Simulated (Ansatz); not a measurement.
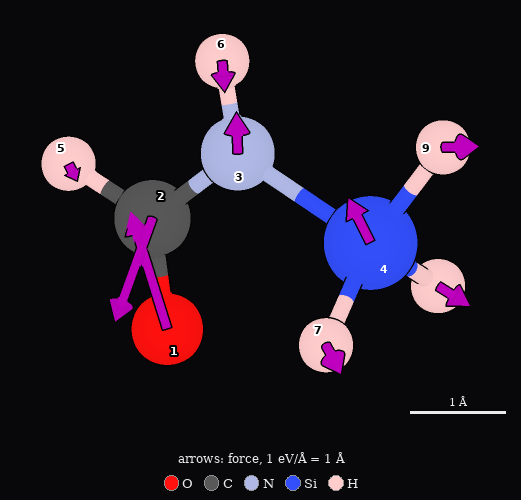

Starting geometry of CH₅NOSi with the computed forces as purple arrows. The picture is a ball-and-stick view, seen at a tilt.

The run prepares an end point of a later path (hydrogen shift) calculation, from a guessed geometry.

All numbers below come from RHF/def2-SVP (Ansatz 0.2.0).

Input file:
```yaml
crystal:
  periodic: [false, false, false]
  atoms:
    - { symbol: O, position_ang: [0.30415, -0.13951, -1.84697] }
    - { symbol: C, position_ang: [0.7399, 0.6411, -1.0356] }
    - { symbol: "N", position_ang: [0.39549, 0.57296, 0.2568] }
    - { symbol: Si, position_ang: [-0.72456, -0.73095, 0.65388] }
    - { symbol: H, position_ang: [1.43976, 1.45206, -1.30276] }
    - { symbol: H, position_ang: [0.77788, 1.24065, 0.9053] }
    - { symbol: H, position_ang: [-1.96434, -0.50572, -0.07721] }
    - { symbol: H, position_ang: [-0.07414, -1.99859, 0.35031] }
    - { symbol: H, position_ang: [-0.89414, -0.53198, 2.09625] }
basis:
  gaussian: { orbitals: def2-SVP }
hamiltonian:
  xc: hf
relax:
  f_tol: 0.02
  max_steps: 50
output:
  orbitals: {}
```

Launched with:
```bash
ansatz run input.yaml --threads 1 --pin off --max-ram 2048MiB --backend cpu --events-out ev --progress --plain --runs-dir out
```

**What follows when this structure is relaxed?**

It isn't relaxed: the largest force vector, on O atoms, is 1.31 eV/Å. The final displacements have little in common with the starting forces (cosine between the two patterns 0.30). After 6 accepted moves (7 points after the start) the energy has fallen by 0.106 eV. Largest force component: 1.2 eV/Å at the start, 0.0075 eV/Å at the end. The line search rejected the trial step at point 4 of the run. The largest move after the best rigid fit is that of O1, 0.21 Å. Largest moves by element: O 0.21 Å, H 0.15 Å, C 0.09 Å, N 0.07 Å, Si 0.04 Å. Some distances before and after: C2–N3 1.339 → 1.359 Å, O1–C2 1.207 → 1.188 Å, Si4–H7 1.457 → 1.475 Å, Si4–H9 1.466 → 1.480 Å. Bond angles that change, for instance: C2–N3–Si4 114.7° → 121.9°, Si4–N3–H6 125.9° → 121.6°, H7–Si4–H8 114.2° → 110.2°. The run took roughly 14 core-seconds on a shared host.
